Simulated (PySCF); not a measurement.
# EPR calculation of C$_{2}$H$_{5}$Cl$_{2}$Si$_{2}$

The run: EPR calculation of C$_{2}$H$_{5}$Cl$_{2}$Si$_{2}$, multiplicity 2. Method and program: UKS B3LYP, pcH-1 on C Cl H Si, non-relativistic, mean-field spin-orbit, GIAO (PySCF 2.14.0).

It belongs to a series of runs on one base structure; here: H removed from sp2 C.

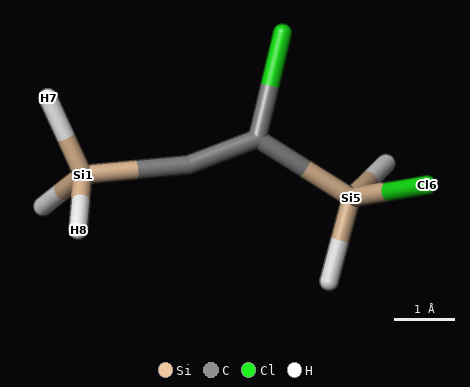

**Figure 1.** The structure (stick view, seen at a tilt; atoms are numbered from 1 in the order of the input).

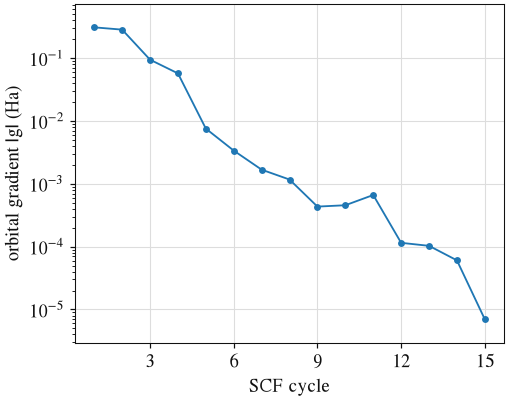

**Figure 2.** Convergence of the self-consistent field: orbital gradient |g| against the SCF cycle. All cycles printed in the log are drawn one after another.

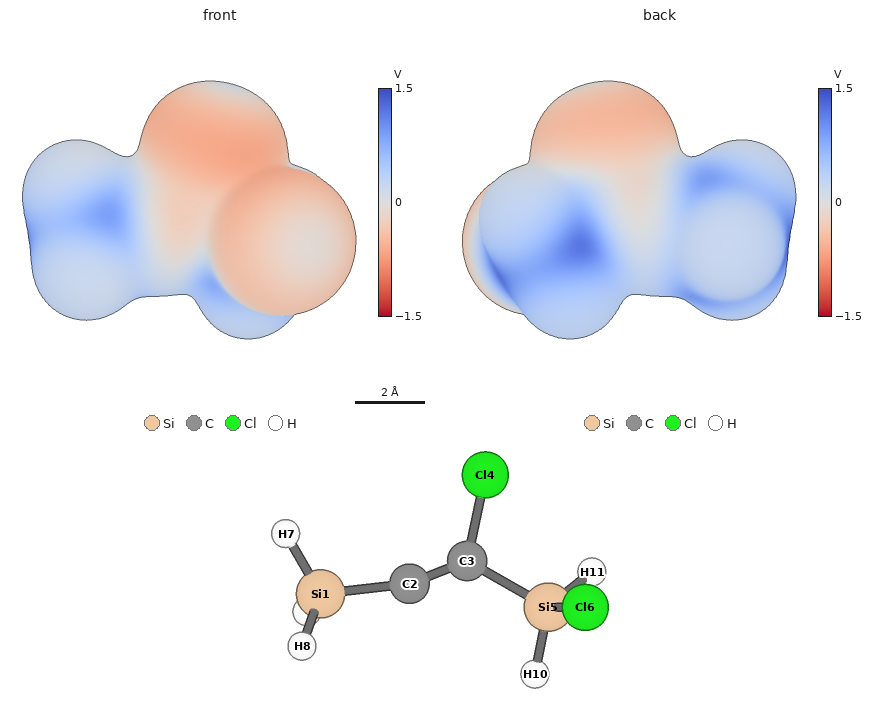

**Figure 3.** The molecular electrostatic potential painted on the density surface at 0.001 e/bohr³, seen face on and from behind; the colour scale runs from red (negative) to blue (positive). The bare structure is drawn below in the same view. A positive charge is drawn to the negative regions and a negative charge to the positive ones.

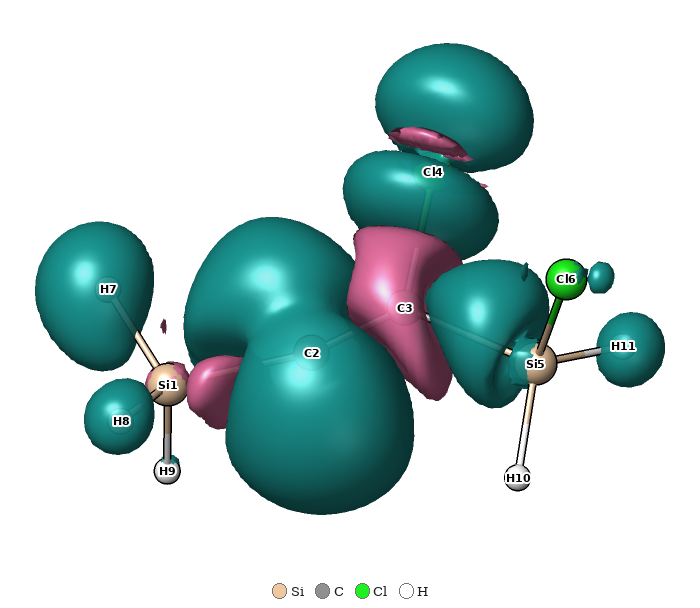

**Figure 4.** Isosurfaces of the spin density at +0.005 (teal) and −0.005 e/Å³ (pink), seen at a tilt. The unpaired spin (1 electron) lies mostly on C2 (about 0.6), Cl4 (about 0.2) and Si1 (about 0.1), in electrons by Hirshfeld's partition.

The input that produced these results follows, with the program's output.

Input:
```
{"job": {"kind": "epr", "basis": "pcH-1"}, "charge": 0, "multiplicity": 2}
Si    -2.364718    -0.178065    -0.616595
C     -0.615624     0.058403    -0.107352
C      0.462671     0.457326     0.439023
Cl     0.531455     1.753312     1.717737
Si     2.246667    -0.153886     0.131793
Cl     2.832181    -1.172947     1.755637
H     -3.289152     0.563819     0.250592
H     -2.653485    -1.610577    -0.530976
H     -2.461188     0.308340    -1.993809
H      2.225779    -1.043503    -1.023822
H      3.090838     1.020449    -0.048194
```

The first line tells a small driver script what to run in PySCF; the rest is the geometry in Å.

Launched with:
```bash
OMP_NUM_THREADS=1 python <driver script> task.json out
```

Output:
```
UKS, coarse grid
  cycle   1  E = -1578.56319848  |g| = 3.10e-01
  cycle   2  E = -1578.56108033  |g| = 2.85e-01
  cycle   3  E = -1578.59537811  |g| = 9.47e-02
  cycle   4  E = -1578.59822489  |g| = 5.73e-02
  cycle   5  E = -1578.59992548  |g| = 7.57e-03
  cycle   6  E = -1578.59997932  |g| = 3.38e-03
  cycle   7  E = -1578.59999409  |g| = 1.68e-03
  cycle   8  E = -1578.59999911  |g| = 1.17e-03
  cycle   9  E = -1578.60000102  |g| = 4.34e-04
UKS, final grid
  cycle   1  E = -1578.60001521  |g| = 4.56e-04
  cycle   2  E = -1578.60001519  |g| = 6.64e-04
  cycle   3  E = -1578.60001543  |g| = 1.15e-04
  cycle   4  E = -1578.60001546  |g| = 1.03e-04
  cycle   5  E = -1578.60001548  |g| = 6.05e-05
  cycle   6  E = -1578.60001548  |g| = 6.96e-06
E = -1578.60001548 Eh   <S^2> = 0.7582 (exact 0.7500)
g shifts (ppm)      1          2          3
  rmc          -179       -179       -179
  gc             27         16         -3
  oz_so       -3525        885       1486
  total       -3676        722       1305
hyperfine (MHz)  atom isotope    a_iso     a_fc   dipolar eigenvalues
    0  29Si      21.92      21.96     -1.95     -1.28      3.22
    1   13C     108.79     109.20    -71.73    -57.60    129.34
    2   13C      40.31      40.43    -10.99     -3.94     14.93
    3  35Cl      51.27      49.82    -35.92    -32.60     68.52
    4  29Si     -85.34     -85.40    -13.12      6.09      7.03
    5  35Cl       0.86       0.81     -1.58     -1.27      2.85
    6    1H      91.49      91.50     -3.29     -0.95      4.24
    7    1H      20.46      20.47     -3.34     -2.28      5.62
    8    1H       5.88       5.89     -3.37     -2.43      5.80
    9    1H      -3.57      -3.57     -2.73     -1.73      4.45
   10    1H      19.28      19.28     -1.45     -0.95      2.40
```

Summary:

| quantity | value |
| --- | --- |
| outcome | converged |
| total energy | −1578.600015 hartree |
| ⟨S²⟩ | 0.758 |
| isotropic g | 2.0018 |
| hardware | 1 CPU thread, shared host |
| wall time | 67 s |
| peak memory | 0.94 GiB |
